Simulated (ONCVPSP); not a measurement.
Ce: pseudopotential generation (part 2 of 2)

Continued. System: cerium (Ce, Z = 58), core [Kr] 4d10, reference valence 4f1 5s2 5p6 (an ion of charge +3), valence charge 12. Method: ONCV potential, PBEsol, fully relativistic, made with ONCVPSP 4.0.1.

### The program's output (extracts), continued
```
   1  -2   2.6611863   2.7419856  -1.6550690  -0.0009390   1.0008283   1.0001391
   1   1   2.6611863   2.7419856  -1.7619044  -0.0009703   1.0011241   1.0004960
   1  -2   2.6611863   2.7419856   0.0500000  -0.0006092   1.0000444   1.0000444
   1   1   2.6611863   2.7419856   0.0318562  -0.0005613   1.0000969   1.0000969

   2  -3   2.1584697   2.2240055   0.0500000  -0.0000535   1.0002274   1.0002274
   2   2   2.1584697   2.2240055  -0.8717900  -0.0000070   1.0000692   1.0000692
   2  -3   2.1584697   2.2240055   1.8500000  -0.0005237   1.0003756   1.0003756
   2   2   2.1584697   2.2240055   1.8454050  -0.0005136   1.0003542   1.0003542

   3  -4   1.4543844   1.4985427  -1.0485649  -0.0053722   1.0028745   0.9964243
   3   3   1.4543844   1.4985427  -1.0611754   0.0072383   0.9961595   1.0046935

Ghost test for J = L + 1/2

 Testing for bound ghosts
   n   l    E NL Schr. Eq   E Basis Diag.   E Cutoff

       0                       -8.601458     62.26  WARNING - GHOST(-)
   1   0       -2.339118       -2.338400     62.26

       1                       -2.366078     31.73  WARNING - GHOST(-)
   2   1       -1.655069       -1.650056     31.73

   3   2       -0.863818       -0.862725     55.23

 Testing for highly-localized positive-energy ghosts
       l    <radius>/rc     E Basis Diag.   E Cutoff

       2        0.533421        3.937313     55.23  WARNING - GHOST(+)

Ghost test for J = L - 1/2

 Testing for bound ghosts
   n   l    E NL Schr. Eq   E Basis Diag.   E Cutoff

       0                       -8.601458     62.26  WARNING - GHOST(-)
   1   0       -2.339118       -2.338400     62.26

       1                       -1.895156     31.73  WARNING - GHOST(-)
   2   1       -1.761902       -1.756181     31.73

   3   2       -0.874422       -0.873387     55.23

 Testing for highly-localized positive-energy ghosts
       l    <radius>/rc     E Basis Diag.   E Cutoff

       2        0.534058        3.824674     55.23  WARNING - GHOST(+)

Test configuration 0

   n   l kap    f        eae           eps        diff
   1   0  -1  2.0000-1478.84253001
   2   0  -1  2.0000 -237.42826130
   2   1  -2  4.0000 -207.83285738
   2   1   1  2.0000 -224.23382847
   3   0  -1  2.0000  -51.79914413
   3   1  -2  4.0000  -42.98905033
   3   1   1  2.0000  -46.21166641
   3   2  -3  6.0000  -32.52236328
   3   2   2  4.0000  -33.21467248
   4   0  -1  2.0000  -11.16307745
   4   1  -2  4.0000   -8.39421008
   4   1   1  2.0000   -9.08831371
   4   2  -3  6.0000   -4.86601289
   4   2   2  4.0000   -4.98762031
   4   3  -4  0.5714   -1.04856486   -1.05393711   -5.37E-03
   4   3   3  0.4286   -1.06117537   -1.05393711    7.24E-03
   5   0  -1  2.0000   -2.33911761   -2.33911831   -7.00E-07
   5   1  -2  4.0000   -1.65506902   -1.65506902    0.00E+00
   5   1   1  2.0000   -1.76190444   -1.76190175    2.69E-06

    Total energies and differences
      AE_ref= -8.86048788E+03  AE_tst= -8.86048788E+03  dif=  0.00E+00
      PS_ref= -3.77428506E+01  PS_tst= -3.77428506E+01  dif= -7.11E-15
      PSP excitation error=  7.11E-15

Test configuration 1

   n   l kap    f        eae           eps        diff
   1   0  -1  2.0000-1477.97227824
   2   0  -1  2.0000 -236.55686060
   2   1  -2  4.0000 -206.96146625
   2   1   1  2.0000 -223.36244291
   3   0  -1  2.0000  -50.93140598
   3   1  -2  4.0000  -42.12134017
   3   1   1  2.0000  -45.34376912
   3   2  -3  6.0000  -31.65400602
   3   2   2  4.0000  -32.34624324
   4   0  -1  2.0000  -10.29880963
   4   1  -2  4.0000   -7.53024324
   4   1   1  2.0000   -8.22416119
   4   2  -3  6.0000   -4.00247445
   4   2   2  4.0000   -4.12400835
   4   3  -4  0.5714   -0.19389337   -0.20297887   -9.09E-03
   4   3   3  0.4286   -0.20610523   -0.20297887    3.13E-03
   5   0  -1  2.0000   -1.49059555   -1.49119372   -5.98E-04
   5   1  -2  4.0000   -0.82234192   -0.82203792    3.04E-04
   5   1   1  2.0000   -0.92397031   -0.92383621    1.34E-04
   5   2  -3  0.6000   -0.10992883   -0.11048551   -5.57E-04
   5   2   2  0.4000   -0.11736840   -0.11692874    4.40E-04
   6   0  -1  2.0000   -0.13854548   -0.13859361   -4.81E-05

    Total energies and differences
      AE_ref= -8.86048788E+03  AE_tst= -8.86182064E+03  dif= -1.33E+00
      PS_ref= -3.77428506E+01  PS_tst= -3.90764003E+01  dif= -1.33E+00
      PSP excitation error=  7.96E-04

Test configuration 2

   n   l kap    f        eae           eps        diff
   1   0  -1  2.0000-1478.19187969
   2   0  -1  2.0000 -236.77546748
   2   1  -2  4.0000 -207.18011337
   2   1   1  2.0000 -223.58113210
   3   0  -1  2.0000  -51.14984487
   3   1  -2  4.0000  -42.33977905
   3   1   1  2.0000  -45.56222003
   3   2  -3  6.0000  -31.87242606
   3   2   2  4.0000  -32.56466561
   4   0  -1  2.0000  -10.51711053
   4   1  -2  4.0000   -7.74851033
   4   1   1  2.0000   -8.44244426
   4   2  -3  6.0000   -4.22064601
   4   2   2  4.0000   -4.34218922
   4   3  -4  0.5714   -0.41137180   -0.42131389   -9.94E-03
   4   3   3  0.4286   -0.42362826   -0.42131389    2.31E-03
   5   0  -1  2.0000   -1.70816431   -1.70907082   -9.07E-04
   5   1  -2  4.0000   -1.03919945   -1.03904882    1.51E-04
   5   1   1  2.0000   -1.14111827   -1.14117630   -5.80E-05
   5   2  -3  0.6000   -0.31195341   -0.31258032   -6.27E-04
   5   2   2  0.4000   -0.32044894   -0.31997543    4.74E-04
   6   0  -1  1.0000   -0.31294467   -0.31311657   -1.72E-04

    Total energies and differences
      AE_ref= -8.86048788E+03  AE_tst= -8.86159634E+03  dif= -1.11E+00
      PS_ref= -3.77428506E+01  PS_tst= -3.88519990E+01  dif= -1.11E+00
      PSP excitation error=  6.91E-04

Test configuration 3

   n   l kap    f        eae           eps        diff
   1   0  -1  2.0000-1478.44848194
   2   0  -1  2.0000 -237.03062543
   2   1  -2  4.0000 -207.43532676
   2   1   1  2.0000 -223.83640736
   3   0  -1  2.0000  -51.40458570
   3   1  -2  4.0000  -42.59451760
   3   1   1  2.0000  -45.81698590
   3   2  -3  6.0000  -32.12716766
   3   2   2  4.0000  -32.81941412
   4   0  -1  2.0000  -10.77144897
   4   1  -2  4.0000   -8.00277597
   4   1   1  2.0000   -8.69674677
   4   2  -3  6.0000   -4.47474039
   4   2   2  4.0000   -4.59630211
   4   3  -4  0.5714   -0.66387276   -0.67483419   -1.10E-02
   4   3   3  0.4286   -0.67621349   -0.67483419    1.38E-03
   5   0  -1  2.0000   -1.96038637   -1.96167234   -1.29E-03
   5   1  -2  4.0000   -1.28904472   -1.28907785   -3.31E-05
   5   1   1  2.0000   -1.39182033   -1.39211514   -2.95E-04
   5   2  -3  0.6000   -0.54033986   -0.54098491   -6.45E-04
   5   2   2  0.4000   -0.55008245   -0.54953605    5.46E-04

    Total energies and differences
      AE_ref= -8.86048788E+03  AE_tst= -8.86119075E+03  dif= -7.03E-01
      PS_ref= -3.77428506E+01  PS_tst= -3.84461588E+01  dif= -7.03E-01
      PSP excitation error=  4.40E-04

Test configuration 4

psatom_r: WARNING lschvkbb convergence error n,l,kap,iter=   2   1   1


ea(ii),et,emin,emax -1.635594E+00 -1.709861E+00 -1.709861E+00 -1.709861E+00
run_config_r: WARNING for fully non-local PS atom,
 WARNING no output for configuration 5
```

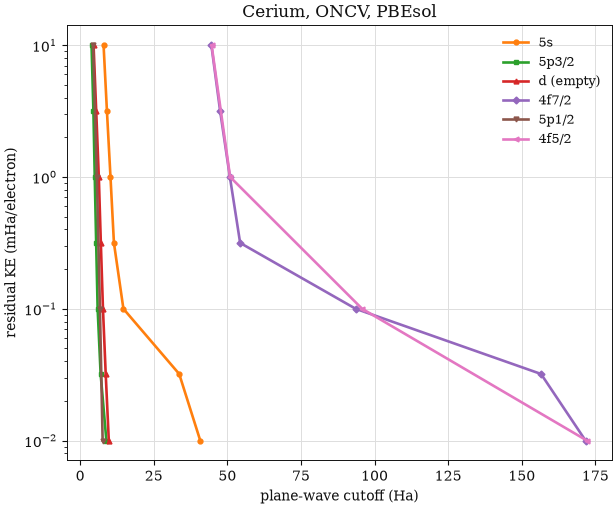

Residual kinetic energy of the pseudo-waves (the first of each channel, and further valence shells) beyond the plane-wave cutoff, as the generator prints it.

- Cutoffs for 1 mHa per electron: 4f5/2: 51 Ha; 4f7/2: 51 Ha; 5s: 10 Ha; d (empty): 6.3 Ha; 5p1/2: 5.7 Ha; 5p3/2: 5.0 Ha.
- Cutoffs for the occupied states: 51 Ha for 1 mHa and 96 Ha for 0.1 mHa per electron. The first is set by 4f5/2. The potential isn't sound: its ghost test gives GHOST(-) flagged for s at -234.1 eV, p3/2 at -64.4 eV, p1/2 at -51.6 eV; GHOST(+) flagged for d5/2 at 107.1 eV, d3/2 at 104.1 eV; the pseudo-atom misses its own reference levels by up to 0.20 eV.

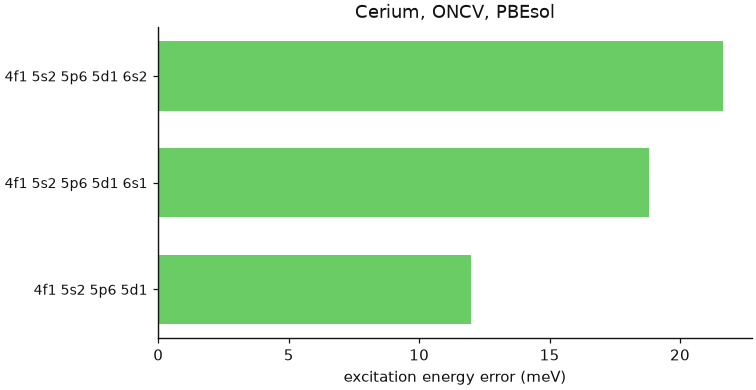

Errors, all-electron minus pseudo, of the energies of valence configurations relative to the unpolarised reference 4f1 5s2 5p6. Not all tests gave a result: 1 of 4 tests not solved.

- Worst configuration: 4f1 5s2 5p6 5d1 6s2 (neutral): the error is +22 meV on an all-electron energy of -36.27 eV relative to the reference, or 0.06 %. Note that the pseudo-atom misses its own reference levels by up to 0.20 eV.
- Errors in meV: 4f1 5s2 5p6 5d1 6s2: +22; 4f1 5s2 5p6 5d1 6s1: +19; 4f1 5s2 5p6 5d1: +12. The potential isn't sound: its ghost test gives GHOST(-) flagged for s at -234.1 eV, p3/2 at -64.4 eV, p1/2 at -51.6 eV; GHOST(+) flagged for d5/2 at 107.1 eV, d3/2 at 104.1 eV.

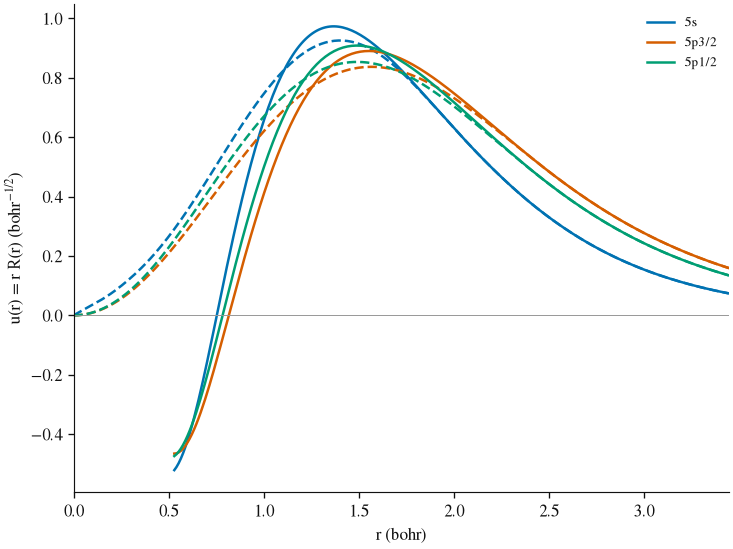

Partial waves u(r) = r R(r), all-electron (solid) and pseudo (dashed). The innermost oscillations of some all-electron curves aren't drawn. Reference configuration 4f1 5s2 5p6.

- Matching radii: 5s at 2.05 bohr; 5p3/2 at 2.65 bohr; 5p1/2 at 2.65 bohr. The curves merge smoothly, so the plot gives these only roughly.
- Nodes of the pseudo-waves: 5s has no node; 5p3/2 has no node; 5p1/2 has no node.

Outcome of the run: generated, with a ghost state; no spin-orbit splitting in 4f; the pseudo-atom misses its reference levels by up to 0.20 eV (4f).
